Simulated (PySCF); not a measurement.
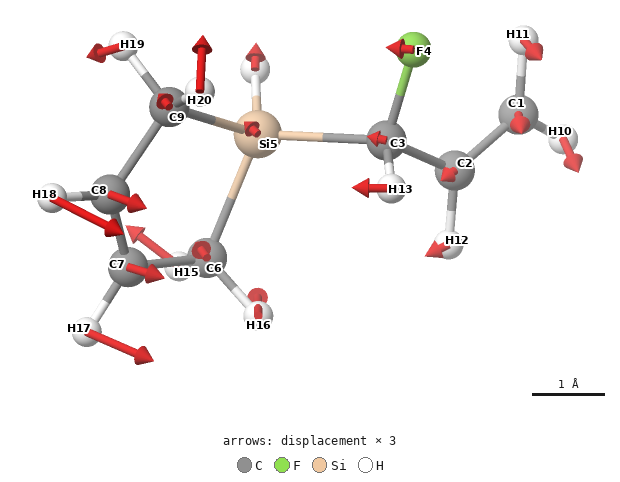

This is a relaxation of C7H11FSi. The starting structure is drawn; red arrows show the displacements, magnified 3 times. The two geometries are superimposed by the best rigid fit.

Style: ball-and-stick. Shown at a tilt.

The start comes from GFN2-xTB. Its atoms were then displaced at random by about 0.01 Å.

All numbers below come from PBE0-D3(BJ)/def2-SVP geometry optimisation, gas phase (PySCF). 

### Describe the change and its energy.

The largest move after the best rigid fit is that of an H atom, 0.45 Å. By element the largest moves are H 0.45 Å, C 0.22 Å, F 0.14 Å, Si 0.11 Å. Near-neighbour distances that change, for instance: C–H 1.043 → 1.092 Å, H–Si 1.445 → 1.492 Å, C–C 1.481 → 1.507 Å, C–Si 1.918 → 1.894 Å. Among the angles between lasting bonds that change: Si–C–H 116.3° → 112.5°, Si–C–H 111.2° → 108.1°, C–C–H 109.5° → 112.2°. After 16 geometry steps the energy has fallen by 20.3 kJ/mol.
